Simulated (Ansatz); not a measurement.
# Effect of Ti vacancy, symmetric start on BaTiO3

The parent structure is a 15-atom supercell of BaTiO$_{3}$ in the cubic perovskite structure (space group Pm-3m, No. 221; a = 3.9702 Å) at its relaxed geometry.

Perturbation: one Ti atom is removed, atoms relaxed at fixed cell.

Computed with Ansatz (a quantum-chemistry and plane-wave program), PBEsol, PAW, cutoff 420 eV, no SOC, earlier PAW set. Settings: 4×5×5 k-points, 0.01 eV Fermi–Dirac smearing.

| quantity | base | changed | shift |
|---|---|---|---|
| pressure | 0.0 GPa | 6.5 GPa | +6.5 GPa |
| energy gained by relaxation | – | 0.80 eV | – |
| largest displacement of a host atom from its site in the perfect cell | – | 0.14 Å | – |
| mean distance from the defect site to its nearest host atoms | 1.99 Å | 2.12 Å | +0.13 Å |

Final structure:

```xyz
14
Lattice="3.9702 -3.9702 -3.9702 0.0000 3.9702 -3.9702 3.9702 0.0000 3.9702" Properties=species:S:1:pos:R:3 pbc="T T T"
Ba    -0.0640     0.0640     0.0640
Ba     4.0342    -0.0640    -4.0342
Ba     3.9702     0.0000     0.0000
Ti     1.9606    -1.9606    -1.9606
Ti     2.0096     1.9606    -2.0096
O      3.8356    -1.9671    -1.9671
O      3.9702     1.9851    -1.9851
O      0.1346     1.9671    -2.0031
O      2.0031     1.9671    -0.1346
O      5.9373    -1.9671     0.1346
O      1.9851     1.9851    -3.9702
O      2.0031    -0.1346     1.9671
O      5.9373     0.1346    -1.9671
O      1.9851     0.0000    -1.9851
```

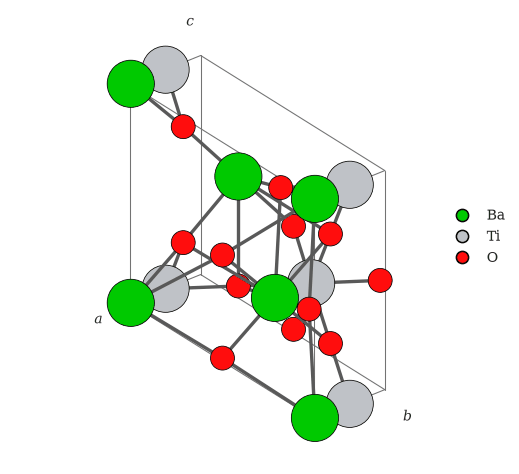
Figure: The relaxed cell after the change

Cost of the whole job for the changed cell (relaxation, final SCF and bands): very roughly 5 core-minutes.

Other magnetic orders, which the real material may have, were not ruled out. In so small a cell the defect repeats every few ångströms: this is an ordered compound, not a dilute defect. A case with no gap was solved on a k-mesh chosen for an insulator, which is coarse for it. The defect started on the symmetric site and kept its symmetry, so it may sit on a saddle. No Hubbard U is applied, and correlation can decide whether such a compound is a metal. Spin-polarised in the final run: Ti vacancy; the other runs are not. Many cubic perovskites are stable only at high temperature; tilts and polar distortions were not tested. The defect cell is spin-polarised and ends with 4.0 μB. This is not the structure that BaTiO3 has at room temperature and ambient pressure.
